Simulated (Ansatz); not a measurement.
Results of PBEsol-D3(BJ) (plane waves, PAW; Ansatz, an electronic-structure program) for CsCl-type CuZn.

Numerical settings: plane-wave cutoff 520 eV, 18×18×18 k mesh, Fermi–Dirac smearing 0.05 eV, no spin polarisation, scalar-relativistic PAW data made under PBE.

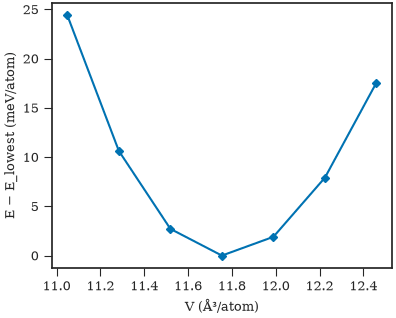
Total energy against volume

Problem. From the curve, estimate the equilibrium volume and the bulk modulus.

Solution. V0 ≈ 11.8 Å³/atom and B0 ≈ 160 GPa; the fit gives V0 = 11.770 Å³/atom, B0 = 156 GPa, B′ = 4.9.

Measured, for comparison: bulk modulus 116 GPa (temperature not stated, no zero-point or thermal correction; as tabulated in Nepal et al. (2020), arXiv:2007.11150); equilibrium volume per atom 12.93 Å³/atom (temperature not stated, no zero-point or thermal correction; as tabulated in First-Principles Study on the Electrical and Thermal Conductivities of Cu–Zn …). Computed (rounded) less measured: bulk modulus +34 %, equilibrium volume per atom -9.0 %.

It cost around 90 core-seconds (rough) of CPU time.
